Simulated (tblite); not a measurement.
# Run report: C6H12S, saddle-point search

The run: saddle-point search of C6H12S. Method and program: GFN2-xTB saddle search (eigenvector following) and harmonic vibrations, gas phase (tblite 0.8.0).

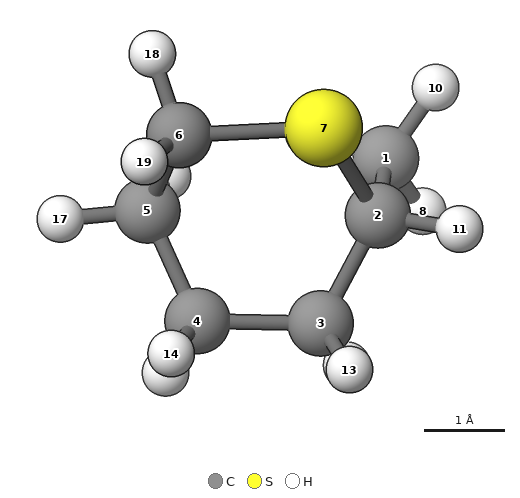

**Figure 1.** The input geometry (ball-and-stick view, seen at a tilt; atoms are numbered from 1 in the order of the input). Bond lengths as drawn: C–C 1.52 to 1.54 Å, C–H 1.08 to 1.09 Å and C–S 1.83 Å.

Input:
```
{"job": {"xc": "GFN2-xTB", "basis": "xTB", "kind": "saddle"}, "charge": 0, "multiplicity": 1}
C      1.976026     0.562443     0.256295
C      1.150937    -0.716036     0.170920
C      0.295282    -0.863371    -1.088597
C     -1.070074    -0.146999    -1.087963
C     -1.300704     0.805038     0.081932
C     -1.294567     0.089361     1.419566
S      0.162766    -0.992035     1.685899
H      2.592996     0.663468    -0.635643
H      1.360616     1.450699     0.349181
H      2.628594     0.514665     1.125462
H      1.850153    -1.558128     0.199164
H      0.896455    -0.512699    -1.930733
H      0.119570    -1.929992    -1.242450
H     -1.865250    -0.895567    -1.066130
H     -1.179454     0.414899    -2.017173
H     -0.564362     1.608402     0.071666
H     -2.283242     1.270818    -0.037331
H     -1.313495     0.802016     2.244935
H     -2.162248    -0.566981     1.500999
```

The first line tells a small driver script what to run in tblite; the rest is the geometry in Å.

Launch command:
```bash
OMP_NUM_THREADS=1 python <driver script> task.json out
```

Output:
```
step      E/eV     max force
  0    -604.46823   0.0251
  1    -604.46962   0.0786
  2    -604.46914   0.0289
  3    -604.46970   0.0164
  4    -604.47007   0.0687
  5    -604.46988   0.0136
  6    -604.47017   0.0075
  7    -604.47044   0.0434
  8    -604.47033   0.0064
  9    -604.47049   0.0144
 10    -604.47057   0.0164
 11    -604.47058   0.0000
lowest wavenumbers (cm-1): -118.6 129.8 133.8 271.3 295.2 314.5
```

Trajectory as extended XYZ (Å, eV, eV/Å), 12 frames, from step=0 to step=11:
```
19
Properties=species:S:1:pos:R:3:forces:R:3 step=0 energy=-604.46823
C     1.9760    0.5624    0.2563    0.0200  -0.0150  -0.0020
C     1.1509   -0.7160    0.1709   -0.0060   0.0120   0.0000
C     0.2953   -0.8634   -1.0886    0.0010   0.0000   0.0010
C    -1.0701   -0.1470   -1.0880   -0.0100  -0.0060  -0.0020
C    -1.3007    0.8050    0.0819    0.0110   0.0060  -0.0010
C    -1.2946    0.0894    1.4196   -0.0060  -0.0020   0.0010
S     0.1628   -0.9920    1.6859   -0.0010   0.0030   0.0000
H     2.5930    0.6635   -0.6356    0.0050  -0.0110   0.0080
H     1.3606    1.4507    0.3492    0.0030   0.0150  -0.0050
H     2.6286    0.5147    1.1255   -0.0010  -0.0030   0.0000
H     1.8502   -1.5581    0.1992    0.0010   0.0000   0.0040
H     0.8965   -0.5127   -1.9307   -0.0010   0.0190  -0.0010
H     0.1196   -1.9300   -1.2425    0.0080   0.0080  -0.0050
H    -1.8652   -0.8956   -1.0661   -0.0020  -0.0080   0.0060
H    -1.1795    0.4149   -2.0172   -0.0130  -0.0080   0.0010
H    -0.5644    1.6084    0.0717   -0.0010  -0.0140   0.0000
H    -2.2832    1.2708   -0.0373   -0.0030   0.0070  -0.0030
H    -1.3135    0.8020    2.2449   -0.0030  -0.0010  -0.0040
H    -2.1622   -0.5670    1.5010   -0.0020  -0.0010   0.0020
19
Properties=species:S:1:pos:R:3:forces:R:3 step=1 energy=-604.46962
C     1.9948    0.5624    0.2330    0.0180   0.0380  -0.0140
C     1.1523   -0.7066    0.1746   -0.0010   0.0110  -0.0010
C     0.2900   -0.8589   -1.0798    0.0000   0.0000   0.0010
C    -1.0721   -0.1355   -1.0818   -0.0040  -0.0010   0.0000
C    -1.3039    0.8067    0.0958    0.0030   0.0040   0.0050
C    -1.3135    0.0710    1.4213   -0.0120  -0.0100   0.0200
S     0.1803   -0.9556    1.7071   -0.0230   0.0200  -0.0080
H     2.6492    0.6080   -0.6393   -0.0380  -0.0040   0.0650
H     1.3916    1.4670    0.2555    0.0480  -0.0620  -0.0060
H     2.6124    0.5448    1.1300   -0.0230   0.0110  -0.0410
H     1.8436   -1.5553    0.2099   -0.0010   0.0030   0.0020
H     0.8903   -0.5139   -1.9251   -0.0010   0.0070   0.0000
H     0.1103   -1.9254   -1.2282    0.0030   0.0040  -0.0020
H    -1.8711   -0.8806   -1.0701    0.0010  -0.0010   0.0020
H    -1.1746    0.4340   -2.0072   -0.0050  -0.0040   0.0020
H    -0.5587    1.6018    0.1051   -0.0040  -0.0120   0.0010
H    -2.2810    1.2835   -0.0262    0.0010   0.0020  -0.0010
H    -1.3788    0.7692    2.2579    0.0040  -0.0280  -0.0280
H    -2.1611   -0.6165    1.4674    0.0320   0.0230   0.0020
19
Properties=species:S:1:pos:R:3:forces:R:3 step=2 energy=-604.46914
C     1.9860    0.5624    0.2457    0.0040  -0.0200   0.0030
C     1.1511   -0.7106    0.1735   -0.0030   0.0030   0.0000
C     0.2927   -0.8607   -1.0840    0.0010   0.0010   0.0000
C    -1.0719   -0.1427   -1.0851   -0.0050  -0.0030   0.0000
C    -1.3022    0.8058    0.0877    0.0040   0.0030  -0.0010
C    -1.3049    0.0808    1.4195   -0.0010   0.0010  -0.0030
S     0.1703   -0.9724    1.6968    0.0030  -0.0020   0.0010
H     2.6138    0.6408   -0.6400    0.0170  -0.0080  -0.0140
H     1.3782    1.4577    0.3140   -0.0120   0.0260  -0.0040
H     2.6282    0.5251    1.1224    0.0060  -0.0050   0.0160
H     1.8460   -1.5563    0.2057    0.0000  -0.0010   0.0010
H     0.8933   -0.5115   -1.9273    0.0000   0.0120  -0.0010
H     0.1166   -1.9274   -1.2357    0.0050   0.0040  -0.0050
H    -1.8683   -0.8902   -1.0667   -0.0010  -0.0060   0.0050
H    -1.1791    0.4216   -2.0130   -0.0080  -0.0050   0.0000
H    -0.5596    1.6031    0.0867    0.0000  -0.0050  -0.0010
H    -2.2810    1.2789   -0.0334   -0.0010   0.0040  -0.0010
H    -1.3473    0.7862    2.2498   -0.0030   0.0050   0.0040
H    -2.1621   -0.5909    1.4834   -0.0070  -0.0050   0.0010
19
Properties=species:S:1:pos:R:3:forces:R:3 step=3 energy=-604.46970
C     1.9949    0.5623    0.2354    0.0030   0.0030  -0.0040
C     1.1516   -0.7061    0.1757    0.0000   0.0040   0.0000
C     0.2904   -0.8585   -1.0796    0.0000   0.0010   0.0000
C    -1.0730   -0.1378   -1.0821   -0.0020  -0.0010   0.0000
C    -1.3034    0.8069    0.0935    0.0010   0.0020   0.0020
C    -1.3141    0.0727    1.4197   -0.0050  -0.0040   0.0090
S     0.1784   -0.9540    1.7073   -0.0090   0.0080  -0.0030
H     2.6354    0.6180   -0.6443   -0.0020  -0.0050   0.0140
H     1.3932    1.4648    0.2775    0.0090  -0.0090  -0.0060
H     2.6257    0.5360    1.1214   -0.0050   0.0020  -0.0020
H     1.8425   -1.5551    0.2113   -0.0010   0.0010   0.0000
H     0.8906   -0.5115   -1.9241    0.0000   0.0070   0.0000
H     0.1128   -1.9252   -1.2292    0.0030   0.0030  -0.0040
H    -1.8708   -0.8840   -1.0672    0.0000  -0.0020   0.0030
H    -1.1776    0.4289   -2.0089   -0.0040  -0.0030   0.0000
H    -0.5562    1.5999    0.1013   -0.0020  -0.0050   0.0000
H    -2.2794    1.2857   -0.0291    0.0000   0.0010   0.0000
H    -1.3795    0.7711    2.2552    0.0020  -0.0110  -0.0120
H    -2.1615   -0.6140    1.4661    0.0130   0.0100   0.0010
19
Properties=species:S:1:pos:R:3:forces:R:3 step=4 energy=-604.47007
C     2.0011    0.5620    0.2248    0.0150   0.0390  -0.0050
C     1.1524   -0.7032    0.1765   -0.0020   0.0040  -0.0020
C     0.2881   -0.8569   -1.0765   -0.0010   0.0000   0.0000
C    -1.0728   -0.1312   -1.0798   -0.0020   0.0000   0.0000
C    -1.3053    0.8072    0.1006    0.0020   0.0000   0.0000
C    -1.3197    0.0643    1.4215   -0.0010  -0.0020   0.0030
S     0.1854   -0.9411    1.7144   -0.0040   0.0040  -0.0020
H     2.6668    0.5881   -0.6391   -0.0310   0.0010   0.0520
H     1.4029    1.4699    0.2226    0.0410  -0.0550  -0.0030
H     2.6072    0.5567    1.1298   -0.0240   0.0100  -0.0410
H     1.8405   -1.5542    0.2149   -0.0010   0.0000   0.0000
H     0.8884   -0.5137   -1.9226    0.0000   0.0020   0.0000
H     0.1071   -1.9234   -1.2232    0.0010   0.0010  -0.0020
H    -1.8731   -0.8750   -1.0723    0.0020   0.0010   0.0010
H    -1.1726    0.4412   -2.0037   -0.0020  -0.0020   0.0020
H    -0.5569    1.5989    0.1172    0.0010  -0.0020   0.0000
H    -2.2802    1.2880   -0.0221   -0.0010   0.0010   0.0000
H    -1.4008    0.7558    2.2609    0.0010  -0.0050  -0.0040
H    -2.1584   -0.6334    1.4559    0.0060   0.0040   0.0000
19
Properties=species:S:1:pos:R:3:forces:R:3 step=5 energy=-604.46988
C     1.9988    0.5622    0.2297   -0.0040  -0.0090   0.0000
C     1.1520   -0.7041    0.1768    0.0000   0.0010   0.0010
C     0.2891   -0.8578   -1.0772    0.0000   0.0010   0.0000
C    -1.0730   -0.1346   -1.0808   -0.0010  -0.0010   0.0000
C    -1.3040    0.8075    0.0968    0.0000   0.0010   0.0020
C    -1.3182    0.0682    1.4199   -0.0030  -0.0020   0.0070
S     0.1824   -0.9446    1.7125   -0.0060   0.0050  -0.0030
H     2.6463    0.6060   -0.6446    0.0090  -0.0050  -0.0060
H     1.4000    1.4665    0.2563   -0.0070   0.0100  -0.0060
H     2.6223    0.5442    1.1205    0.0030  -0.0010   0.0120
H     1.8409   -1.5545    0.2144    0.0000   0.0010   0.0000
H     0.8894   -0.5131   -1.9226    0.0000   0.0040   0.0000
H     0.1099   -1.9245   -1.2249    0.0020   0.0010  -0.0030
H    -1.8721   -0.8795   -1.0690    0.0000  -0.0020   0.0020
H    -1.1752    0.4343   -2.0064   -0.0030  -0.0010   0.0000
H    -0.5549    1.5985    0.1096   -0.0020  -0.0020   0.0000
H    -2.2787    1.2887   -0.0263    0.0010   0.0000   0.0000
H    -1.3947    0.7622    2.2578    0.0020  -0.0080  -0.0080
H    -2.1600   -0.6258    1.4577    0.0090   0.0070   0.0010
19
Properties=species:S:1:pos:R:3:forces:R:3 step=6 energy=-604.47017
C     2.0012    0.5626    0.2238    0.0010   0.0030  -0.0010
C     1.1524   -0.7026    0.1771    0.0000   0.0010   0.0000
C     0.2875   -0.8579   -1.0752    0.0000   0.0000   0.0000
C    -1.0723   -0.1301   -1.0799    0.0000   0.0000   0.0000
C    -1.3047    0.8076    0.1010    0.0000   0.0000   0.0010
C    -1.3206    0.0631    1.4209   -0.0010  -0.0010   0.0030
S     0.1866   -0.9383    1.7162   -0.0030   0.0020  -0.0010
H     2.6629    0.5903   -0.6410    0.0000  -0.0030   0.0060
H     1.4039    1.4689    0.2252    0.0040  -0.0050  -0.0040
H     2.6105    0.5572    1.1251   -0.0040   0.0020  -0.0020
H     1.8405   -1.5537    0.2159    0.0000   0.0000   0.0000
H     0.8881   -0.5175   -1.9222    0.0000   0.0020   0.0000
H     0.1051   -1.9244   -1.2195    0.0010   0.0010  -0.0010
H    -1.8736   -0.8727   -1.0739    0.0000   0.0000   0.0010
H    -1.1701    0.4431   -2.0034   -0.0010  -0.0010   0.0010
H    -0.5554    1.5983    0.1187   -0.0010  -0.0010   0.0000
H    -2.2791    1.2895   -0.0220    0.0000   0.0000   0.0000
H    -1.4053    0.7533    2.2610    0.0010  -0.0040  -0.0030
H    -2.1576   -0.6365    1.4523    0.0040   0.0030   0.0000
19
Properties=species:S:1:pos:R:3:forces:R:3 step=7 energy=-604.47044
C     2.0035    0.5617    0.2190    0.0130   0.0260  -0.0010
C     1.1526   -0.7021    0.1762    0.0000   0.0010   0.0000
C     0.2869   -0.8554   -1.0757    0.0000   0.0000   0.0000
C    -1.0731   -0.1277   -1.0778    0.0000   0.0000   0.0010
C    -1.3055    0.8076    0.1052    0.0000   0.0000   0.0000
C    -1.3219    0.0595    1.4228   -0.0010   0.0000   0.0010
S     0.1889   -0.9359    1.7172   -0.0010   0.0000   0.0000
H     2.6896    0.5673   -0.6285   -0.0220   0.0030   0.0330
H     1.4083    1.4700    0.1816    0.0270  -0.0340   0.0000
H     2.5881    0.5749    1.1375   -0.0180   0.0050  -0.0310
H     1.8393   -1.5542    0.2159   -0.0010   0.0000   0.0000
H     0.8868   -0.5123   -1.9220    0.0000   0.0010   0.0000
H     0.1046   -1.9215   -1.2230    0.0000   0.0000  -0.0010
H    -1.8742   -0.8705   -1.0726    0.0000   0.0000   0.0000
H    -1.1719    0.4471   -2.0002    0.0000   0.0000   0.0000
H    -0.5557    1.5978    0.1262    0.0000  -0.0010   0.0000
H    -2.2796    1.2902   -0.0171    0.0000   0.0000   0.0000
H    -1.4104    0.7468    2.2648    0.0000  -0.0010  -0.0010
H    -2.1563   -0.6432    1.4506    0.0010   0.0010   0.0000
19
Properties=species:S:1:pos:R:3:forces:R:3 step=8 energy=-604.47033
C     2.0023    0.5625    0.2212    0.0010   0.0030   0.0000
C     1.1526   -0.7021    0.1770    0.0000   0.0000   0.0000
C     0.2870   -0.8574   -1.0748    0.0000   0.0000   0.0000
C    -1.0723   -0.1284   -1.0792    0.0000   0.0000   0.0000
C    -1.3050    0.8077    0.1030    0.0000   0.0000   0.0000
C    -1.3215    0.0610    1.4215    0.0000  -0.0010   0.0010
S     0.1882   -0.9361    1.7174   -0.0010   0.0010   0.0000
H     2.6726    0.5815   -0.6371    0.0000  -0.0020   0.0050
H     1.4060    1.4694    0.2078    0.0030  -0.0040  -0.0040
H     2.6026    0.5646    1.1285   -0.0040   0.0020  -0.0020
H     1.8401   -1.5537    0.2164    0.0000   0.0000   0.0000
H     0.8875   -0.5175   -1.9220    0.0000   0.0010   0.0000
H     0.1037   -1.9238   -1.2188    0.0000   0.0000  -0.0010
H    -1.8741   -0.8705   -1.0748    0.0000   0.0000   0.0000
H    -1.1692    0.4462   -2.0019   -0.0010   0.0000   0.0000
H    -0.5554    1.5981    0.1228    0.0000   0.0000   0.0000
H    -2.2792    1.2900   -0.0198    0.0000   0.0000   0.0000
H    -1.4092    0.7494    2.2626    0.0000  -0.0010  -0.0010
H    -2.1566   -0.6408    1.4503    0.0010   0.0010   0.0000
19
Properties=species:S:1:pos:R:3:forces:R:3 step=9 energy=-604.47049
C     2.0033    0.5620    0.2189    0.0050   0.0080   0.0000
C     1.1526   -0.7020    0.1763    0.0000   0.0000   0.0000
C     0.2867   -0.8559   -1.0754    0.0000   0.0000   0.0000
C    -1.0729   -0.1274   -1.0780    0.0000   0.0000   0.0000
C    -1.3052    0.8076    0.1052    0.0000   0.0000   0.0000
C    -1.3219    0.0593    1.4227    0.0000   0.0000   0.0000
S     0.1891   -0.9356    1.7175    0.0000   0.0000   0.0000
H     2.6876    0.5688   -0.6290   -0.0060   0.0000   0.0110
H     1.4084    1.4695    0.1834    0.0090  -0.0110  -0.0020
H     2.5891    0.5748    1.1358   -0.0070   0.0020  -0.0100
H     1.8394   -1.5541    0.2161    0.0000   0.0000   0.0000
H     0.8868   -0.5137   -1.9220    0.0000   0.0000   0.0000
H     0.1040   -1.9220   -1.2218    0.0000   0.0000   0.0000
H    -1.8744   -0.8699   -1.0733    0.0000   0.0000   0.0000
H    -1.1710    0.4477   -2.0002    0.0000   0.0000   0.0000
H    -0.5553    1.5977    0.1264    0.0000   0.0000   0.0000
H    -2.2793    1.2905   -0.0172    0.0000   0.0000   0.0000
H    -1.4110    0.7464    2.2647    0.0000   0.0000   0.0000
H    -2.1562   -0.6437    1.4500    0.0000   0.0000   0.0000
19
Properties=species:S:1:pos:R:3:forces:R:3 step=10 energy=-604.47057
C     2.0041    0.5614    0.2168    0.0050   0.0100   0.0000
C     1.1525   -0.7021    0.1755    0.0000   0.0000   0.0000
C     0.2866   -0.8541   -1.0764    0.0000   0.0000   0.0000
C    -1.0736   -0.1268   -1.0766    0.0000   0.0000   0.0000
C    -1.3053    0.8076    0.1072    0.0000   0.0000   0.0000
C    -1.3223    0.0579    1.4239    0.0000   0.0000   0.0000
S     0.1896   -0.9359    1.7172    0.0000   0.0000   0.0000
H     2.7025    0.5564   -0.6196   -0.0090   0.0020   0.0120
H     1.4110    1.4690    0.1589    0.0100  -0.0130   0.0010
H     2.5748    0.5854    1.1430   -0.0070   0.0020  -0.0130
H     1.8387   -1.5546    0.2156    0.0000   0.0000   0.0000
H     0.8863   -0.5088   -1.9221    0.0000   0.0000   0.0000
H     0.1048   -1.9200   -1.2259    0.0000   0.0000   0.0000
H    -1.8745   -0.8700   -1.0709    0.0000   0.0000   0.0000
H    -1.1736    0.4484   -1.9986    0.0000   0.0000   0.0000
H    -0.5549    1.5971    0.1297    0.0000   0.0000   0.0000
H    -2.2790    1.2911   -0.0147    0.0000   0.0000   0.0000
H    -1.4119    0.7438    2.2667    0.0000   0.0000   0.0000
H    -2.1560   -0.6457    1.4502    0.0000   0.0000   0.0000
19
Properties=species:S:1:pos:R:3:forces:R:3 step=11 energy=-604.47058
C     2.0039    0.5615    0.2165    0.0000   0.0000   0.0000
C     1.1525   -0.7022    0.1753    0.0000   0.0000   0.0000
C     0.2866   -0.8541   -1.0766    0.0000   0.0000   0.0000
C    -1.0736   -0.1266   -1.0765    0.0000   0.0000   0.0000
C    -1.3051    0.8075    0.1076    0.0000   0.0000   0.0000
C    -1.3221    0.0576    1.4241    0.0000   0.0000   0.0000
S     0.1897   -0.9365    1.7170    0.0000   0.0000   0.0000
H     2.7049    0.5547   -0.6172    0.0000   0.0000   0.0000
H     1.4112    1.4685    0.1542    0.0000   0.0000   0.0000
H     2.5714    0.5880    1.1441    0.0000   0.0000   0.0000
H     1.8388   -1.5547    0.2153    0.0000   0.0000   0.0000
H     0.8861   -0.5087   -1.9223    0.0000   0.0000   0.0000
H     0.1046   -1.9199   -1.2262    0.0000   0.0000   0.0000
H    -1.8746   -0.8697   -1.0709    0.0000   0.0000   0.0000
H    -1.1736    0.4489   -1.9983    0.0000   0.0000   0.0000
H    -0.5546    1.5969    0.1303    0.0000   0.0000   0.0000
H    -2.2788    1.2912   -0.0141    0.0000   0.0000   0.0000
H    -1.4114    0.7434    2.2671    0.0000   0.0000   0.0000
H    -2.1559   -0.6458    1.4504    0.0000   0.0000   0.0000
```

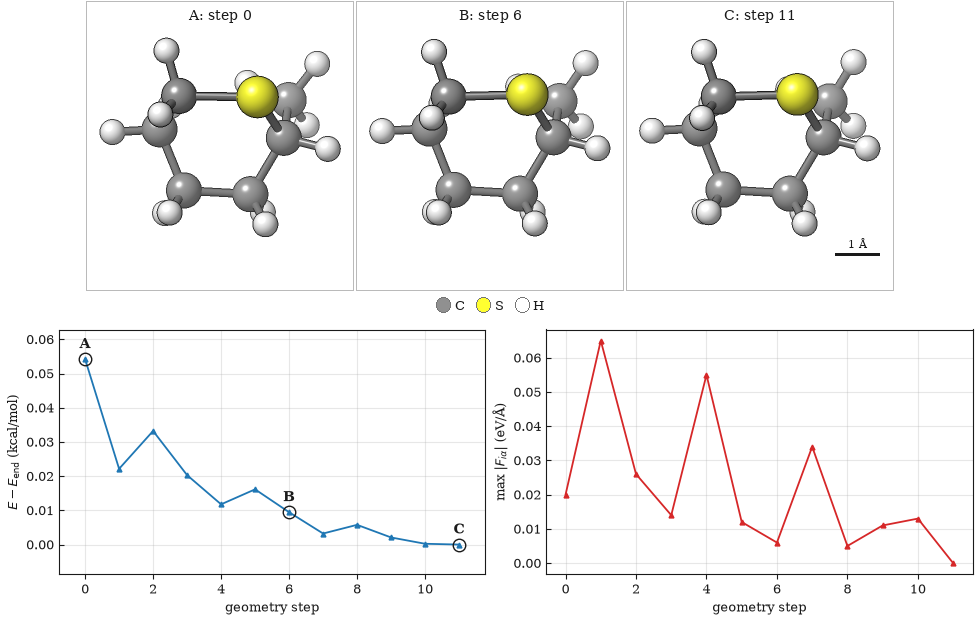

**Figure 2.** Frames of the saddle-point search (ball-and-stick view, seen at a tilt) above the curves, on which the letters mark them (steps are counted from 0).

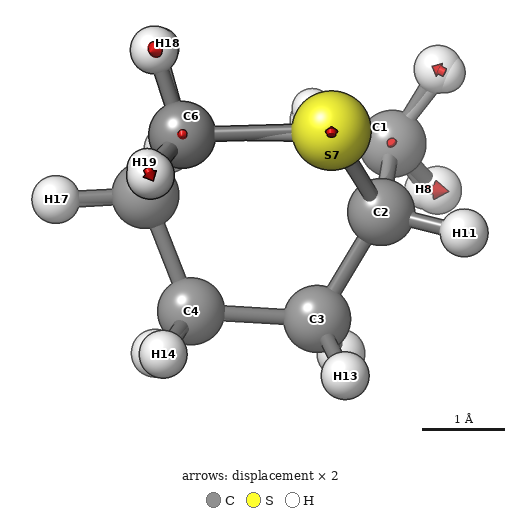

**Figure 3.** Start (faint) and end (solid) with the displacements as red arrows, magnified 2 times (ball-and-stick view, seen at a tilt). The two geometries are laid on each other by the best rigid fit. The atom that moves furthest after the best rigid fit is H9 (0.20 Å). By element the largest moves are H 0.20 Å, S 0.07 Å, C 0.05 Å. After 11 geometry steps the energy has fallen by 0.05 kcal/mol. Largest force component: 0.02 eV/Å at the start, under 0.0001 eV/Å at the end. (Atoms are counted from 1 in the order of the input.)

Key numbers:

```tsv
quantity	value
outcome	converged
total energy	−604.4706 eV
point group	C1
hardware	1 CPU thread, shared host
wall time	4.4 s
peak memory	0.19 GiB
```
